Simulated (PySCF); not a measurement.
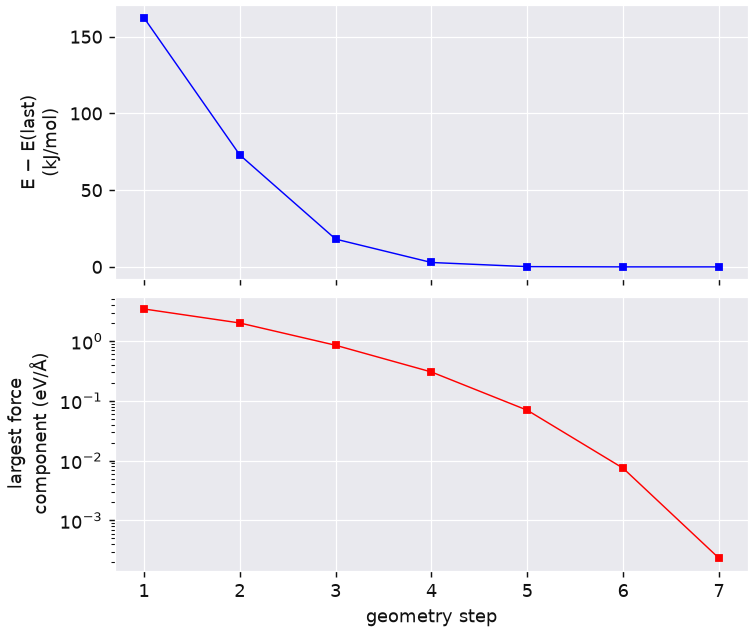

History of a geometry optimisation. The run: CuH4 molecule, multiplicity 4, by UKS-based PBE0, Cu def2-TZVP, H def2-TZVP; non-relativistic Hamiltonian; density fitting in PySCF 2.14.0. The start has point group D4h, which is kept. A held symmetry can leave a saddle point.

The optimisation met its thresholds at geometry 7, counting the start as the first. The energy fell by about 160 kJ/mol from the first step to the last. The largest force component goes from about 3.4 eV/Å at the start to 2.3 × 10⁻⁴ eV/Å at the end.
